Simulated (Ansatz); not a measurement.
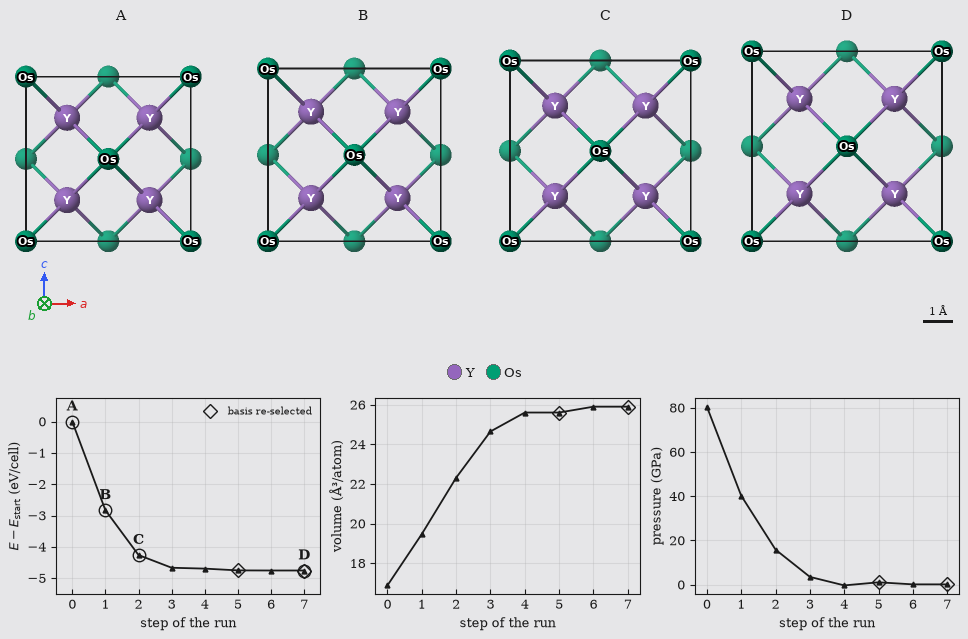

Frames of a relaxation of a crystal of Y₂Os (a generated structure, set up in Fm-3m) (coarse preliminary run), marked on the history of the run. Style: ball-and-stick. Shown: the conventional cell (4 times the calculation's cell), along the b axis. Lengths and directions refer to the drawn axes.

These are results of DFT PBE, scalar-relativistic, plane waves, PAW (Ansatz), not measurements. Set-up: plane-wave cutoff 420 eV; k-point mesh 6 × 6 × 6; occupations gaussian; smearing width 0.1 eV; no spin polarisation; cell and atoms relaxed; force threshold 0.04 eV/Å; at most 70 steps.

Q: What happens along the run?

A: No atom moves by more than 0.005 Å relative to the cell. The volume changes by +53.4 %, with a = b = c 5.873 → 6.774 Å (+15.3 %). Near-neighbour distances that change, for instance: Y–Y 2.936 → 3.387 Å, Os–Y 2.543 → 2.933 Å. The space group stays Fm-3m (No. 225). After 5 accepted moves (7 points after the start) the energy has fallen by 4.755 eV per cell of the calculation. All forces vanish by symmetry, so only the cell relaxes. Pressure: 80.50 GPa at the start and 0.15 GPa at the end. The SCF was repeated twice at an unchanged geometry on a basis and grid sized afresh for the cell, which shifted the energy by 56.8 meV per cell of the calculation at most. Cost: 12 s on 1 thread of Arm Neoverse V1, with other jobs on the host, peak memory 0.35 GiB. From step 0 to 1: volume +15.3 %, energy −2.830 eV per cell of the calculation. From step 1 to 2: volume +14.6 %, energy −1.431 eV per cell of the calculation. From step 2 to 7: volume +16.1 %, energy −0.494 eV per cell of the calculation.

```tsv
step	E − E(0), meV/atom	pressure, GPa	volume, Å³/atom	note
0	0.00	80.50	16.880	
1	-943.46	40.23	19.472	
2	-1420.43	15.86	22.315	
3	-1555.86	3.54	24.652	
4	-1565.08	-0.31	25.608	
5	-1584.02	1.09	25.608	same geometry, new basis
6	-1585.13	0.16	25.903	
7	-1585.15	0.15	25.903	same geometry, new basis
```
